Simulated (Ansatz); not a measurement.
The reference is AlN in the zinc blende structure (space group F-43m, No. 216; a = 4.342 Å).

Perturbation: cell and atoms relaxed at a pressure of 0.9 GPa.

Level of theory: Kohn–Sham DFT with the LDA functional, run in Ansatz (a program for electronic structure) with PAW and 420 eV plane waves, without spin-orbit coupling.

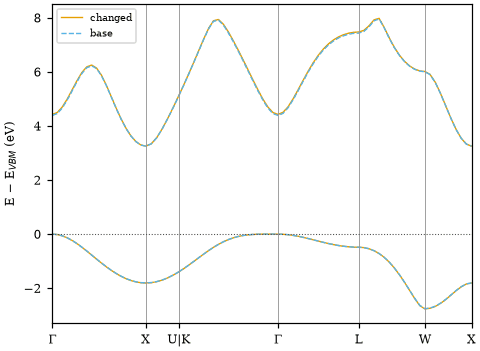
Figure. Highest valence and lowest conduction band along the path, each from its own valence-band maximum

**Question.** Read the changed gap and its character from the plot.

**Answer.** About 3.3 eV, indirect, Γ → X.

Load acts through the strain it causes; cell and atoms are relaxed under it. Whether these cells are dynamically stable was not tested. This is not the structure that AlN has at room temperature and ambient pressure.
